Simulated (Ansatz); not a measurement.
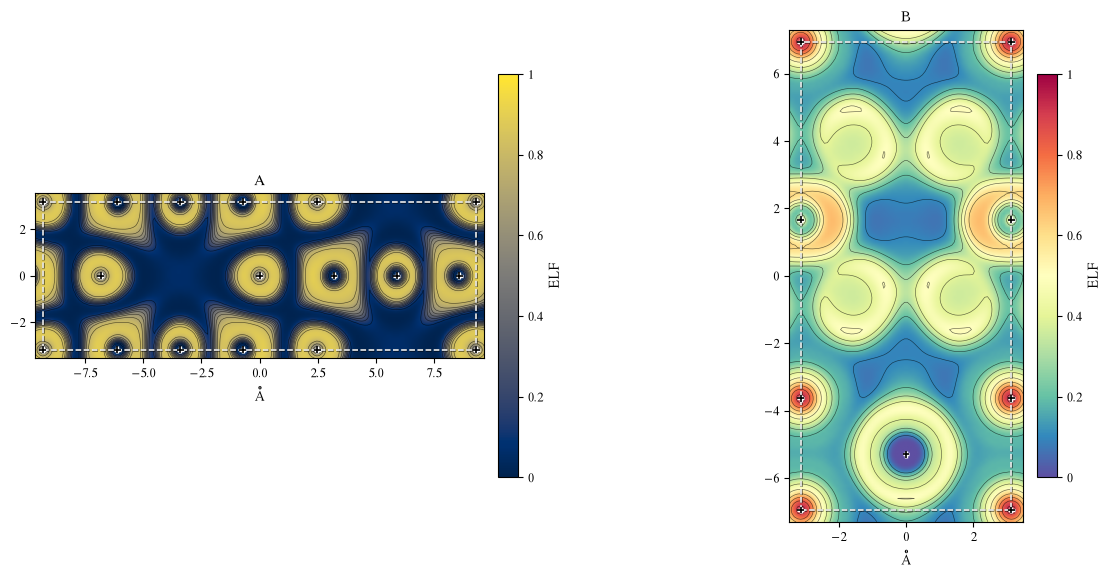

The ELF of 2 systems, each on a plane through atoms (crosses mark nuclei in the plane).

The calculation used DFT, r2SCAN+rVV10, plane waves, PAW in Ansatz 0.2.0.

System 1: Cd2Sb3As, the (010) plane of the conventional cell. Space group R-3m; a structure from a database of computed crystals, not necessarily the ambient phase; started from the Mg2Ni3P-166 prototype, which need not be the ambient phase.

System 2: K2SrS2, the (11̄0) plane of the conventional cell. Space group I4/mmm; a structure from a database of computed crystals, not necessarily the ambient phase; started from the K2NiO2-139 prototype, which need not be the ambient phase.

Match each panel to its system.

Answer. Panel A is system 2, K2SrS2: the plane holds K, Sr and S. Sr–S (2.69 Å): the ELF peaks at about 0.85 in the valence shell of S, 0.9 Å from its nucleus, and is about 0.20 at the midpoint (a closed-shell, largely ionic contact). Panel B is system 1, Cd2Sb3As: the plane holds Cd, Sb and As. Cd–Cd (3.31 Å): the ELF is about 0.15 at the midpoint (no shared electron pair shows on this line).
